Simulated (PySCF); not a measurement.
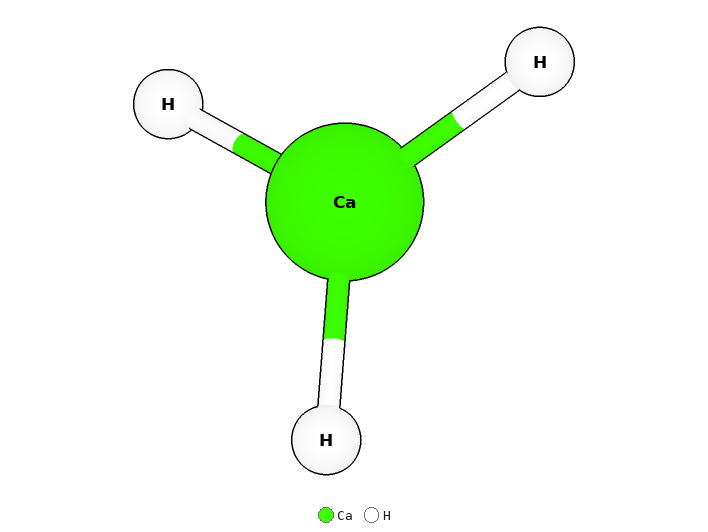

The lowest structure found in a search from several start shapes; its vibrations show a minimum. State: charge −1, singlet. Method: RKS-based PBE0, Ca def2-TZVPD, H def2-TZVPD; non-relativistic; density fitting (PySCF 2.14.0).

What is its shape?

Answer. CaH₃⁻ is trigonal planar (D3h), with an angle of 120° at Ca.

Does VSEPR predict this?

Answer. The centre has 3 ligands and 0 lone pairs (AX3), for which VSEPR expects a trigonal planar shape. The calculation agrees.
